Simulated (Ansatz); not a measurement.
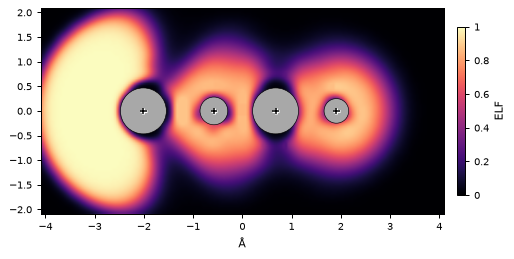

The electron localisation function on a plane through atoms (crosses mark nuclei in the plane; grey discs cover the cores).

Computed with isolated molecule in a Gaussian basis; Kohn-Sham density functional theory, functional PBE0 (Ansatz).

Candidates:
A. FGeH₂Si₂ (charge −1)
B. B₂FO (charge +1)
C. Cl₂OSi₂

Which candidate gave the map?

Answer. Candidate B: B₂FO on a plane that holds the molecular axis, which holds B, F and O. B–F (1.23 Å): the ELF peaks at about 0.85 between the atoms, as expected for a short, strongly polar bond. B–O (1.25 Å): the ELF peaks at about 0.85 between the atoms; a polar covalent bond.
